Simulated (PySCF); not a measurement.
# UB2PLYP/STO-3G run of GaHF (SMILES [F][GaH])

Aim: the energy change on altering one bond length of GaHF at UB2PLYP/STO-3G, from 2 runs. The job is set up through a Python script.

The results are computed with PySCF 2.14.0.

34 further runs of the same task are left out: 19 that didn't finish, 15 set aside as unsound or not needed.

### Step 1. The molecule

GaHF has 3 atoms, charge 0, and is taken as a doublet. SMILES: `[F][GaH]`. The coordinates come from a PBE0-D4/def2-TZVP relaxation.

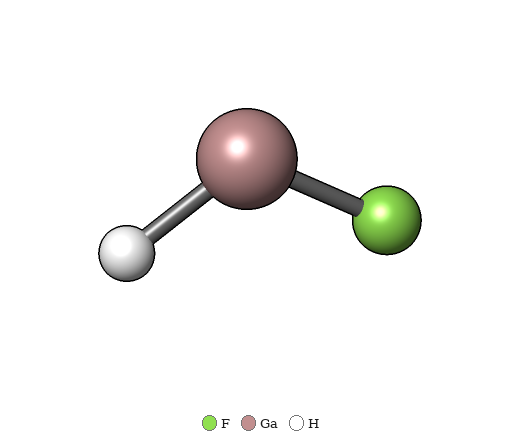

The structure, seen from a chosen angle (fluorine green, gallium pink, hydrogen white).

### Step 2. The energy at UB2PLYP/STO-3G

Input file calc.py:

```python
from pyscf import gto, dft, mp

system = gto.Mole()
system.atom = [
    ('F', (-1.252000, 0.451400, -0.644800)),
    ('Ga', (0.292400, 0.469800, 0.214100)),
    ('H', (0.948600, -0.985900, 0.417400)),
]
system.basis = 'sto-3g'
system.max_memory = 1860
system.verbose = 3
system.spin = 1
system.build()

mf = dft.UKS(system, xc='0.53*HF + 0.47*B88, 0.73*LYP')
mf.grids.level = 5
mf.conv_tol = 1e-10
mf.kernel()
if not mf.converged:
    mf = mf.newton().run(mf.mo_coeff, mf.mo_occ)

pt = mp.MP2(mf, frozen=10).run()
etot = mf.e_tot + 0.27 * pt.e_corr
print('PT2 part  %.8f' % (0.27 * pt.e_corr))
print('Final energy', etot)
```

Command:

```
$ OMP_NUM_THREADS=1 python calc.py
```

The log of the run:

```text
WARN: HOMO -0.411897984219505 >= LUMO -0.411897984219507

converged SCF energy = -2000.7344355558  <S^2> = 0.75218904  2S+1 = 2.0021878
E(UMP2) = -2000.84098379012  E_corr = -0.10654823431871
E(SCS-UMP2) = -2000.84290668509  E_corr = -0.108471129286486
PT2 part  -0.02876802
Final energy -2000.763203579065
```

It took 10 s on 1 thread of Arm Neoverse V2, shared host; peak memory 0.21 GiB.

### Step 3. The distorted shape, same level

Input file input.xyz:

```xyz
3

F     -2.024205     0.442200    -1.074253
Ga     0.292400     0.469800     0.214100
H      0.948600    -0.985900     0.417400
```

Input file run.py:

```python
from pyscf import gto, dft, mp

mol = gto.M(
    atom='input.xyz',
    basis='sto-3g',
    verbose=4,
    charge=0,
    max_memory=1860,
    spin=1,
)

mf = dft.UKS(mol, xc='0.53*HF + 0.47*B88, 0.73*LYP')
mf.conv_tol = 1e-10
mf.grids.level = 5
mf.kernel()
if not mf.converged:
    mf = mf.newton().run(mf.mo_coeff, mf.mo_occ)

pt = mp.MP2(mf, frozen=10).run()
energy = mf.e_tot + 0.27 * pt.e_corr
print('PT2 part  %.8f' % (0.27 * pt.e_corr))
print('Final energy', energy)
```

Command:

```
$ OMP_NUM_THREADS=1 python run.py
```

The log of the run:

```text
PySCF version 2.14.0

[INPUT] num. atoms = 3
[INPUT] num. electrons = 41
[INPUT] charge = 0
[INPUT] spin (= nelec alpha-beta = 2S) = 1
[INPUT] symmetry False subgroup None
[INPUT] Mole.unit = angstrom
[INPUT] Symbol           X                Y                Z      unit          X                Y                Z       unit  Magmom
[INPUT]  1 F     -2.024205000000   0.442200000000  -1.074253000000 AA   -3.825193069975   0.835636892283  -2.030043958492 Bohr   0.0
[INPUT]  2 Ga     0.292400000000   0.469800000000   0.214100000000 AA    0.552555918823   0.887793333321   0.404590363269 Bohr   0.0
[INPUT]  3 H      0.948600000000  -0.985900000000   0.417400000000 AA    1.792594201762  -1.863080986209   0.788771684393 Bohr   0.0

nuclear repulsion = 67.2015029779055
number of shells = 12
number of NR pGTOs = 72
number of NR cGTOs = 24
basis = sto-3g
ecp = {}

******** <class 'pyscf.dft.uks.UKS'> ********
method = UKS
initial guess = minao
damping factor = 0
level_shift factor = 0
DIIS = <class 'pyscf.scf.diis.CDIIS'>
diis_start_cycle = 1
diis_space = 8
diis_damp = 0
SCF conv_tol = 1e-10
SCF conv_tol_grad = None
SCF max_cycles = 50
direct_scf = True
direct_scf_tol = 1e-13
number electrons alpha = 21  beta = 20
XC library pyscf.dft.libxc version 7.0.0
    S. Lehtola, C. Steigemann, M. J.T. Oliveira, and M. A.L. Marques.,  SoftwareX 7, 1–5 (2018)
XC functionals = 0.53*HF + 0.47*B88, 0.73*LYP
    A. D. Becke.,  Phys. Rev. A 38, 3098 (1988)
    C. Lee, W. Yang, and R. G. Parr.,  Phys. Rev. B 37, 785 (1988)
    B. Miehlich, A. Savin, H. Stoll, and H. Preuss.,  Chem. Phys. Lett. 157, 200 (1989)
radial grids:
    Treutler-Ahlrichs [JCP 102, 346 (1995); DOI:10.1063/1.469408] (M4) radial grids

[... 12 lines left out ...]
[... the frontier-level lines of each cycle are left out ...]
[... 8 lines left out ...]
[... 1 line left out ...]
[... 71 lines left out ...]
SCF not converged.
SCF energy = -2000.58960990683 after 50 cycles  <S^2> = 0.81795012  2S+1 = 2.0668334
[... 25 lines left out ...]
becke partition: Becke, JCP 88, 2547 (1988); DOI:10.1063/1.454033
pruning grids: <function nwchem_prune>
grids dens level: 5
symmetrized grids: False
atomic radii adjust function: <function treutler_atomic_radii_adjust>
small_rho_cutoff = 0
******** <class 'pyscf.dft.uks.UKS'> Newton solver flags ********
SCF tol = 1e-10
conv_tol_grad = None
max. SCF cycles = 50
direct_scf = True
direct_scf_tol = 1e-13
max_cycle_inner = 12
max_stepsize = 0.05
ah_start_tol = 1e+09
ah_level_shift = 0
ah_conv_tol = 1e-12
ah_lindep = 1e-14
ah_start_cycle = 1
ah_max_cycle = 40
ah_grad_trust_region = 2.5
kf_interval = 4
kf_trust_region = 5
canonicalization = True
Set conv_tol_grad to 1e-05
Initial guess E= -2000.58960990683  |g|= 2.46919e-05
macro= 0  E= -2000.58961014144  delta_E= -2.34611e-07  |g|= 2.46919e-05  1 KF 9 JK
macro= 1  E= -2000.58961010074  delta_E= 4.07044e-08  |g|= 5.44499e-05  2 KF 13 JK
macro= 2  E= -2000.58961015464  delta_E= -5.3898e-08  |g|= 3.7607e-05  2 KF 20 JK
macro= 3  E= -2000.58961015464  delta_E= 0  |g|= 2.86641e-06  1 KF 2 JK
Canonicalize SCF orbitals
macro X = 4  E=-2000.58961015464  |g|= 2.86641e-06  total 7 KF 49 JK
converged SCF energy = -2000.58961015464  <S^2> = 0.81812975  2S+1 = 2.0670073

******** <class 'pyscf.mp.ump2.UMP2'> ********
nocc = (np.int64(11), np.int64(10)), nmo = (14, 14)
frozen orbitals 10
E(UMP2) = -2000.73341792594  E_corr = -0.143807771301992
E(SCS-UMP2) = -2000.75678907539  E_corr = -0.167178920754519
E_corr(same-spin) = -0.00621969785523638
E_corr(oppo-spin) = -0.137588073446756
PT2 part  -0.03882810
Final energy -2000.6284382528866
```

Run time: 23 s. Hardware: 1 thread of Arm Neoverse V2, shared host; peak memory 0.34 GiB.

### Step 4. Summary of results

Level: UB2PLYP/STO-3G, 10 core orbitals frozen.

| quantity | value |
| --- | --- |
| first shape: total energy | -2000.76320 Eh |
| first shape: dipole moment (SCF part) | 1.54 D |
| first shape: HOMO energy (SCF part's orbitals) (highest over α and β) | -5.10 eV |
| first shape: LUMO energy (SCF part's orbitals) (lowest over α and β) | 0.86 eV |
| first shape: ⟨S²⟩ | 0.752 |
| distorted shape: total energy | -2000.62844 Eh |
| distorted shape: dipole moment (SCF part) | 1.68 D |
| distorted shape: HOMO energy (SCF part's orbitals) (highest over α and β) | -4.88 eV |
| distorted shape: LUMO energy (SCF part's orbitals) (lowest over α and β) | -0.22 eV |
| distorted shape: ⟨S²⟩ | 0.818 |
| energy change with the F1–Ga2 bond stretched from 1.767 to 2.651 Å | 3.667 eV |

With the F1–Ga2 bond stretched from 1.767 to 2.651 Å the energy rises by 3.67 eV (85 kcal/mol). The first shape isn't relaxed at this level, so the change isn't measured from a minimum. The minimal basis adds a large error of its own. Mulliken charges (first shape) run from -0.18 on F1 to +0.27 on Ga2. Mulliken charges (distorted shape) run from -0.10 on F1 to +0.17 on Ga2.
